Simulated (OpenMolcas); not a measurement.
# One shape, several levels: C2H5Al (SMILES C=[CH][AlH2])

Wanted: a comparison of 6 runs (BHLYP/def2-SVPD, M06-L/def2-SVPD, PBE0/def2-SVPD, r2SCAN/def2-SVPD, MP2/def2-SVPD, CCSD(T)/def2-SVPD) of C2H5Al. 

The calculation is run with OpenMolcas 26.06.

1 further run of the same task is left out (set aside as unsound or not needed).

### Step 1. The molecule

The species is C2H5Al (8 atoms), meant as a singlet with charge 0. As SMILES, `C=[CH][AlH2]`. The coordinates come from a PBE0-D4/def2-TZVP relaxation.

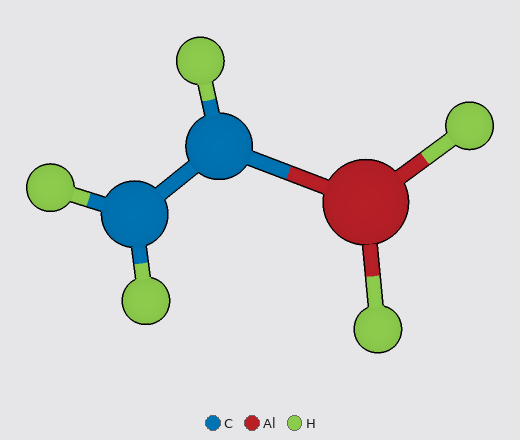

Viewed from a chosen angle; carbon blue, aluminium red, hydrogen green.

### Step 2. Energy and forces at BHLYP/def2-SVPD (run 1)

File job.input:

```
* C2H5Al Kohn-Sham DFT
>>> EXPORT MOLCAS_PRINT=2

&GATEWAY
  BasLib
  $CurrDir
  Coord
  8
  bohr
  C     -1.94622894     1.56696090    -0.67463223
  C      0.37605550     1.23021171     0.26097118
  Al     1.75895708    -2.15296497     0.49510824
  H     -3.09329269    -0.01625164    -1.31430452
  H     -2.82514056     3.41908148    -0.85396724
  H      1.39008254     2.92170556     0.85547902
  H      4.50510708    -2.67944267     1.58302357
  H      0.00831479    -4.39739269    -0.45712475
  Basis
  def2-SVPD
  Group
  NoSym

&SEWARD
  GridInput
  Grid=UltraFine
  End of Grid

&SCF
  KSDFT
  HYB_GGA_XC_BHANDHLYP
  Thresholds
  1e-10 1e-07 1e-07 1e-05
  PrOrbitals
  0

&ALASKA
```

The basis set def2-SVPD is read from a file made from the Basis Set Exchange's data (not shown).

Launch:

```console
$ export MOLCAS_MEM=1860
$ pymolcas job.input > job.log
```

Output:

```text
--- Start Module: gateway ---
[...]
--- Stop Module: gateway /rc=_RC_ALL_IS_WELL_ ---
[...]
      Basis functions          104
[...]
--- Start Module: scf ---
[...]
       Convergence after  14 Iterations
[...]
::    Total KS-DFT energy                            -321.4224924921
[...]
      Total spin, S                                     0.0000000000
[...]
      Total electronic charge=   30.000000
      Total            charge=   -0.000000
[...]
      Dipole Moment (debye):
      Origin of the operator (angstrom)=    0.2702   -0.2388    0.0775
                   X= -3.8528E-01               Y=  7.3011E-01               Z= -8.7802E-02           Total=  8.3019E-01
      Quadrupole Moment (debye*angstrom):
[...]
 *              Molecular gradients               *
 **************************************************
  Irreducible representation: a
 ------------------------------------------------------------------------------------------
                              X                       Y                       Z
 ------------------------------------------------------------------------------------------
  C1                1.48304131800447E-03   -7.41074142649900E-04    5.50775053541841E-04
  C2               -6.81310613109165E-04    2.93203683567889E-04   -2.39216789845953E-04
  AL3              -1.28919160171392E-03    3.14365519908044E-03   -2.40875626691395E-04
  H4               -3.97367707769547E-04   -8.86526274161081E-04   -2.71988907281751E-04
  H5               -4.99209234317455E-04    7.40682946052118E-04   -1.29528682305868E-04
  H6                5.70062363894674E-04   -3.46794030643416E-05    2.28627119383429E-04
  H7                2.91537888446891E-03   -4.46375890709505E-04    1.16861069099872E-03
  H8               -2.10140340938847E-03   -2.06888611814593E-03   -1.06640285780968E-03
[...]
```

Wall time 43 s (1 thread of Arm Neoverse V2, shared host); peak memory 0.59 GiB.

### Step 3. Energy and gradient at M06-L/def2-SVPD (run 2)

File test.input:

```
>>> EXPORT MOLCAS_PRINT=2
&gateway
baslib = $CurrDir
coord
8
angstrom
C       -1.029900       0.829200      -0.357000
C        0.199000       0.651000       0.138100
Al       0.930800      -1.139300       0.262000
H       -1.636900      -0.008600      -0.695500
H       -1.495000       1.809300      -0.451900
H        0.735600       1.546100       0.452700
H        2.384000      -1.417900       0.837700
H        0.004400      -2.327000      -0.241900
basis = def2-SVPD
group = NoSym
&seward
gridinput
Grid=UltraFine
End of Grid
&scf
ksdft = M06L
thresholds = 1e-10 1e-07 1e-07 1e-05
prorbitals = 1 2
&alaska
```

The basis set def2-SVPD is read from a file made from the Basis Set Exchange's data (not shown).

Launch:

```console
$ export MOLCAS_MEM=1860
$ pymolcas test.input > test.log
```

Output:

```text
--- Start Module: gateway ---
[...]
--- Stop Module: gateway /rc=_RC_ALL_IS_WELL_ ---
[...]
      Basis functions          104
[...]
--- Start Module: scf ---
[...]
       Convergence after  15 Iterations
[...]
::    Total KS-DFT energy                            -321.4542845457
[...]
      Total spin, S                                     0.0000000000
[...]
      Total electronic charge=   30.000000
      Total            charge=   -0.000000
[...]
      Dipole Moment (debye):
      Origin of the operator (angstrom)=    0.2702   -0.2388    0.0775
                   X= -3.3113E-01               Y=  6.5869E-01               Z= -7.2354E-02           Total=  7.4078E-01
      Quadrupole Moment (debye*angstrom):
[...]
 *              Molecular gradients               *
 **************************************************
  Irreducible representation: a
 ------------------------------------------------------------------------------------------
                              X                       Y                       Z
 ------------------------------------------------------------------------------------------
  C1                1.93432692898199E-03   -1.51574427612289E-03    6.58608344902945E-04
  C2               -5.98061109854342E-03    6.41139307677019E-03   -1.83444975922598E-03
  AL3              -1.30819913952962E-03    2.26596697481884E-03   -3.35140272720080E-04
  H4                3.64343200818773E-03    3.45892540770176E-03    1.85768651401674E-03
  H5                3.20723874780371E-03   -4.33069718356549E-03    9.04689913622914E-04
  H6               -2.04402196457343E-03   -5.11777327658747E-03   -1.37706841766283E-03
  H7                1.24635722245570E-03   -1.33823164916280E-04    5.06890957842177E-04
  H8               -6.98522704839055E-04   -1.03824755815030E-03   -3.81217280778889E-04
[...]
```

Run time: 60 s. Hardware: 1 thread of Arm Neoverse V2, shared host; peak memory 0.59 GiB.

Runs 3 to 5 aren't shown in full; the table further down has their settings and results.

### Step 4. A single-point energy at CCSD(T)/def2-SVPD (Cholesky decomposition) (run 6)

File mol.xyz:

```xyz
8

C     -1.029900     0.829200    -0.357000
C      0.199000     0.651000     0.138100
Al     0.930800    -1.139300     0.262000
H     -1.636900    -0.008600    -0.695500
H     -1.495000     1.809300    -0.451900
H      0.735600     1.546100     0.452700
H      2.384000    -1.417900     0.837700
H      0.004400    -2.327000    -0.241900
```

File job.input:

```
&GATEWAY
 BasLib=$CurrDir
 Coord=mol.xyz
 Basis=def2-SVPD
 Group=NoSym

&SEWARD
 High

&SCF
 Thresholds=1e-10 1e-07 1e-07 1e-05
 PrOrbitals=1

&CHCC
 Frozen=7
 Threshold=1e-08
 MaxIterations=80

&CHT3
 Frozen=7
```

The basis set def2-SVPD is read from a file made from the Basis Set Exchange's data (not shown).

Launch:

```console
$ export MOLCAS_MEM=1860
$ pymolcas job.input > job.log
```

Output:

```text
--- Start Module: gateway ---
[...]
--- Stop Module: gateway /rc=_RC_ALL_IS_WELL_ ---
[...]
      Basis functions          104
[...]
       Convergence after  12 Iterations
[...]
::    Total SCF energy                               -320.3959425463
[...]
      Total spin, S                                     0.0000000000
[...]
      Total electronic charge=   30.000000
      Total            charge=   -0.000000
[...]
      Dipole Moment (debye):
      Origin of the operator (angstrom)=    0.2702   -0.2388    0.0775
                   X= -4.1185E-01               Y=  7.4313E-01               Z= -9.7655E-02           Total=  8.5522E-01
      Quadrupole Moment (debye*angstrom):
[...]
--- Start Module: chcc ---
[...]
--- Stop Module: chcc /rc=_RC_ALL_IS_WELL_ ---
[...]
--- Start Module: cht3 ---
[...]
--- Stop Module: cht3 /rc=_RC_ALL_IS_WELL_ ---
[...]
```

It took 2.6 min on 1 thread of Arm Neoverse V2, shared host; peak memory 0.17 GiB.

### Step 5. The series

```
run                                       level      task  integration grid  energy (Eh)  dipole moment (D) of the reference  HOMO energy (eV)  LUMO energy (eV)  wall time
  1                             BHLYP/def2-SVPD  gradient         UltraFine  -321.422492                                0.83             -9.05             -0.81       43 s
  2                             M06-L/def2-SVPD  gradient         UltraFine  -321.454285                                0.74             -6.97             -2.07       60 s
  3                              PBE0/def2-SVPD  gradient         UltraFine  -321.252988                                0.88             -8.12             -1.67       41 s
  4                            r2SCAN/def2-SVPD  gradient         UltraFine  -321.387463                                0.93             -7.09             -2.25       57 s
  5                               MP2/def2-SVPD    energy                 –  -320.744483                                0.86            -10.42              1.30      9.3 s
  6  CCSD(T)/def2-SVPD (Cholesky decomposition)    energy                 –  -320.799195                                0.86            -10.42              1.30    2.6 min
```

### Step 6. Summary of results

| quantity | value |
| --- | --- |
| run 6: total energy | -320.79920 Eh |
| run 6: dipole moment (mean-field density) | 0.86 D |
| run 6: HOMO energy (Hartree–Fock orbitals) | -10.42 eV |
| run 6: LUMO energy (Hartree–Fock orbitals) | 1.30 eV |
| run 6: HOMO–LUMO gap (Hartree–Fock orbitals) | 11.71 eV |
| run 6: correlation energy (7 core orbitals frozen) | -403.3 mEh |
| run 6: (T) correction | -14.04 mEh |

Over runs 1, 2, 3, 4 the dipole moment (its size) runs from 0.74 D (M06-L/def2-SVPD) to 0.93 D (r2SCAN/def2-SVPD). Over runs 1, 2, 3, 4 the HOMO–LUMO gap runs from 4.84 eV (r2SCAN/def2-SVPD) to 8.24 eV (BHLYP/def2-SVPD). Totals of different functionals can't be ranked against each other. All runs together took 6.1 min, the longest 2.6 min.
